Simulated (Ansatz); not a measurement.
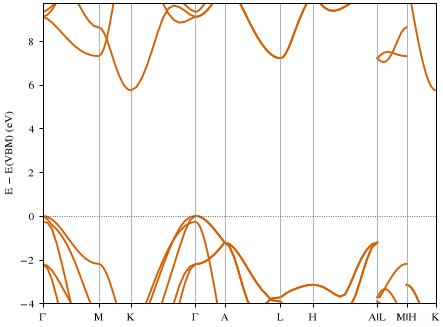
*Band structure from r²SCAN (plane waves, PAW; program Ansatz)*

Read off the gap and where the band edges lie.

About 5.7 eV (5.74 eV by a search for the band edges); maximum at Γ, minimum at K.

Which of these materials gives this?
A. BeS, wurtzite
B. BN, wurtzite
C. MgO, wurtzite
D. Si3N4, P6_3/m (Si on 6h, N on 2d, N on 6h)

B, BN, wurtzite

Space group P6_3mc (wurtzite). The r²SCAN relaxation kept the symmetry of its start.

Potentials: the earlier of the program's two PAW sets.
